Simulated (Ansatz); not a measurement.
These are PBE (plane waves to 420 eV, PAW; Ansatz, an electronic-structure program) values and carry that method's errors.

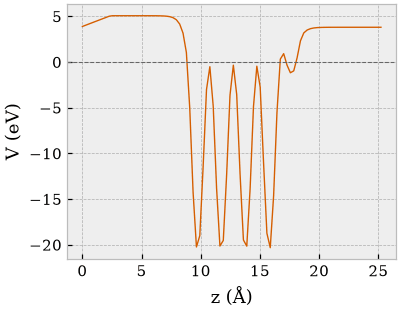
Figure. Plane-averaged electrostatic potential energy along the normal, in eV from the Fermi level, for Cu on the 1x1 (111) surface of fcc Ni, ferromagnetic, one in a 2x2 cell, started at the site 'hollow Ni-Ni-Ni over Ni at depth 4.0 Å'

Slab: 17 atoms, 6.0 Å thick at the start under the adsorbate (thin: gaps and levels are the slab's own); k 7x7x1, smearing 0.1 eV, dipole-corrected; 8 atoms held, the rest relaxed; start symmetry kept, larger cells not searched; spin-polarised, no spin-orbit, no U, no dispersion correction. At the end it is bonded to 3 Ni. In PBE it is, or lies within 0.03 eV of, the lowest of the starts that converged.

Task: The surface cell has an area of 21.45 Å². What dipole along the normal does the step between the two vacuum levels imply?

Result: the top vacuum level lies 1.26 eV below the bottom one; p = −ε₀ A ΔV (ε₀ = 0.005526 e/(V·Å)) gives 0.15 e·Å a cell.
